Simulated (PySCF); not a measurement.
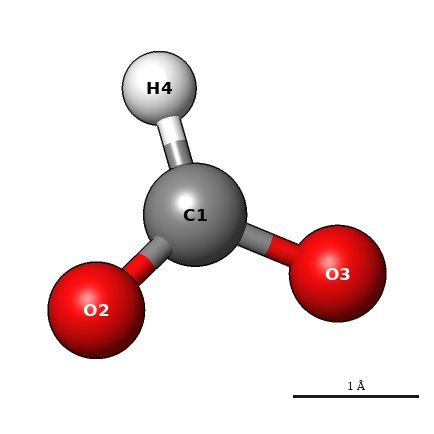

Source: calculation with PySCF.

The view is orthographic, and the bar gives the scale. State: charge +1, singlet. Geometry: a fixed input geometry, not necessarily a minimum.

Reconstruct the coordinates (Å) as seen: x to the right, y up, z towards the viewer, origin at the mean of the atomic positions.

```xyz
4
CHO2
C   -0.02   0.06  -0.02
O   -0.81  -0.71   0.58
O    1.12  -0.41  -0.22
H   -0.30   1.07  -0.34
```
